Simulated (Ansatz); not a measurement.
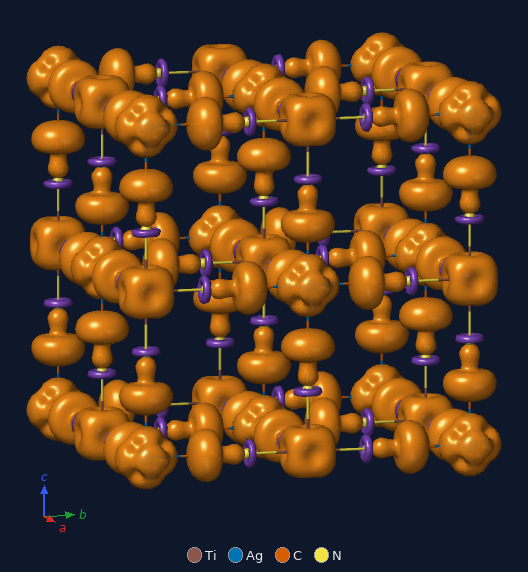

*TiAgC6N6. Isosurfaces of the magnetisation density (up minus down) at +0.02 (orange) and −0.02 e/Å³ (purple), seen slightly off an axis. Sticks mark near contacts.*

Space group Fm-3m; a structure generated by program, which may or may not match a known phase; spin-polarised.

Method: DFT PBE, scalar-relativistic, plane waves, PAW (Ansatz).

In a PAW calculation such maps are meaningful between the atoms, not at the nuclei.

Q: Describe the spin distribution.

A: The spin density sits on Ag: +0.5 μB (×4) in one cell of 56 atoms, with smaller moments on other sites: Ti (up to +0.24 μB) and C (up to +0.05 μB): parallel main moments (a ferromagnetic arrangement) in this solution. The cell of the calculation (14 atoms) carries 1.7 μB of net spin moment.
